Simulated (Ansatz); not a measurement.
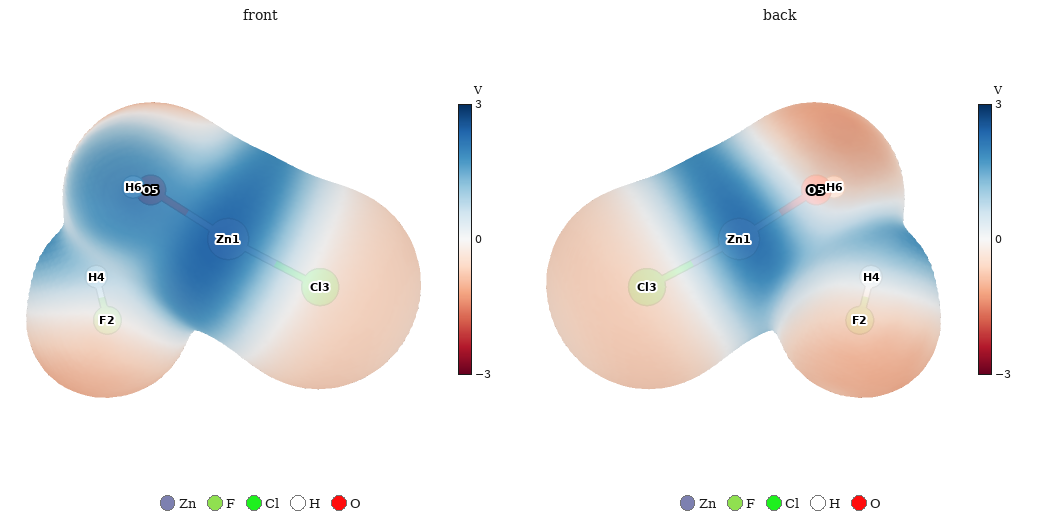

Figure 1: ClHOZn···HF. The molecular electrostatic potential painted on the density surface at 0.001 e/bohr³, seen from the front and from behind; red is negative and blue positive.

Not at a stationary point (largest force 1.2 eV/Å).

Level of theory: RKS PBE0/def2-SVP in Ansatz.

```yaml
atoms:
  - { symbol: Zn, position_ang: [0.0658, -0.2587, -1.1200] }
  - { symbol: F, position_ang: [-0.5064, -0.7980, 1.8614] }
  - { symbol: Cl, position_ang: [-0.0412, -1.9299, -2.3810] }
  - { symbol: H, position_ang: [-0.5383, 0.0984, 1.6918] }
  - { symbol: O, position_ang: [0.0605, 1.2959, -0.1252] }
  - { symbol: H, position_ang: [0.9596, 1.5923, 0.0729] }
```

Q: Where is the surface potential most negative and most positive?

A: The most negative region (about −1.2 V) lies over O5, the most positive (about +2.4 V) over Zn1. O5 is the likeliest acceptor of a hydrogen bond.
